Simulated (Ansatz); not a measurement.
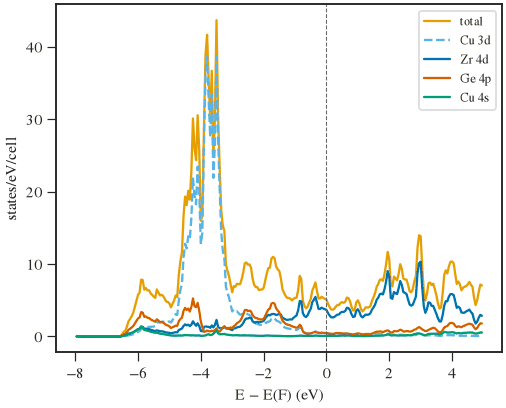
Fig. 1. Total and projected density of states of ZrCuGe in space group Pnma (No. 62; Zr on 4c, Cu on 4c, Ge on 4c), the program Ansatz at the r²SCAN level (PAW)

Which orbitals carry the states next to the Fermi level?

Within 0.5 eV of the Fermi level: Zr 4d 72 %, Ge 4p 9 %, Cu 3d 9 %, outside the projected shells 6 %. Projections are on Löwdin-orthogonalised atomic valence shells; empty p or d shells of many metals are not among them.

Where is the tallest occupied peak in this window, and what makes it?

Near -3.5 eV, about 44 states/eV per cell; the largest projected share is Cu 3d.

The workflow started from a Materials Project entry (that database holds measured and hypothetical structures alike); the Crystallography Open Database copy checked does not list it. Its standing as an ambient phase is unchecked. The r²SCAN relaxation kept the symmetry of its start; its stability against distortions is not shown here. The run is not spin-polarised. Scalar-relativistic: spin–orbit coupling is off unless named, which matters more the heavier the elements.

Potentials: the later of the program's two PAW sets.
